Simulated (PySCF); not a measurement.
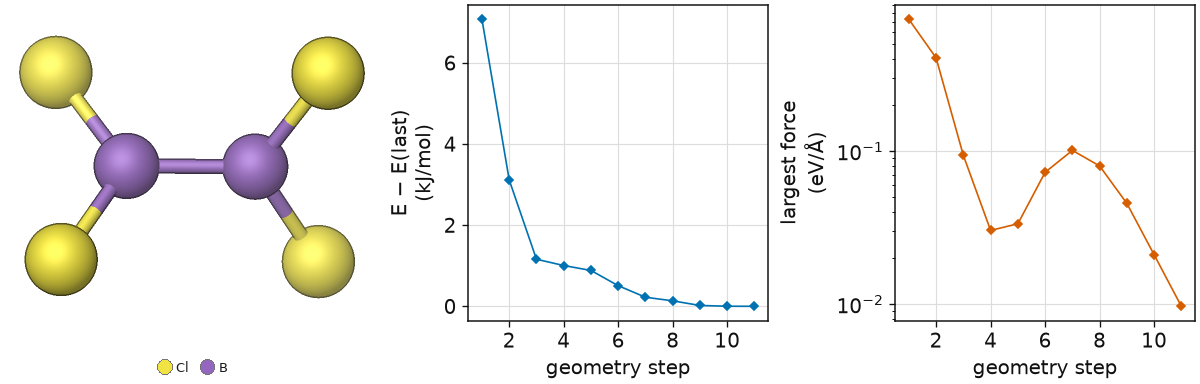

Beside the plot: the molecule at the start.

History of a geometry optimisation. The run: Diboron tetrachloride (SMILES ClB(Cl)B(Cl)Cl), by PBE0-D3(BJ)/def2-SVP, geometry optimisation in PySCF 2.14.0, density fitting.

The optimisation met its thresholds at geometry 11, counting the start as the first. The energy fell by about 7.1 kJ/mol from the first step to the last. The largest force goes from about 0.73 eV/Å at the start to 0.01 eV/Å at the end.
